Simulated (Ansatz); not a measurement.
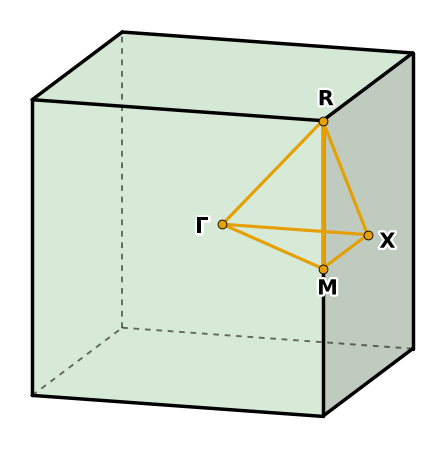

For MoS, the input geometry of an electronic-structure calculation (not necessarily at equilibrium); the starting structure was generated, so it need not be a known form of this composition: the figure shows the first Brillouin zone with its special points and a band path. The drawing is computed from the coordinates (standard cell, symmetry found to 0.002 Å).

Labels and path follow the convention of Hinuma et al. (2017), as computed by seekpath.

> Name the Bravais lattice of the crystal.

A simple cubic lattice (cP; extended symbol cP2). The zone is a cube: 6 faces (6 with 4 edges), 12 edges, 8 vertices.

> Write the standard path through the labelled points.

Γ–X–M–Γ–R–X | R–M
